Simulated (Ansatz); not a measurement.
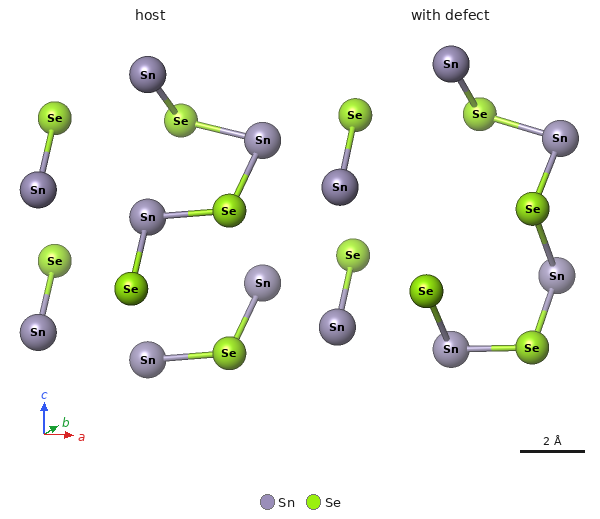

Left: perfect SnSe. Right: the same region with one point defect, after relaxing the atoms in a supercell of 32 sites. A ball-and-stick model of the atoms within 5.4 Å of one point, in a slice 4.2 Å thick across the line of sight, seen slightly off an axis.

All numbers below come from DFT PBE, scalar-relativistic, plane waves, PAW (Ansatz 0.2.0). (plane-wave cutoff 420 eV; k-point mesh 2 × 2 × 2; occupations gaussian; smearing width 0.01 eV; collinear spin) The cell is small and the k-mesh coarse, so the numbers are rough. A uniform background neutralises the charged cell. The axes drawn are those of the host's conventional cell.

Which defect is it?

A tin atom is taken out (a vacancy).

The charge state of the cell is −1.

What does the relaxation do around it?

Around the empty Sn site the host had 3 Se at 2.79 to 2.82 Å; after relaxation the nearest atoms are 3 Se at 2.90 to 2.96 Å. Of the host's atoms, a selenium atom moves furthest from its site, by 0.25 Å.

Limits of the set-up: layers or molecules are held without a dispersion correction, so their spacing is unreliable.
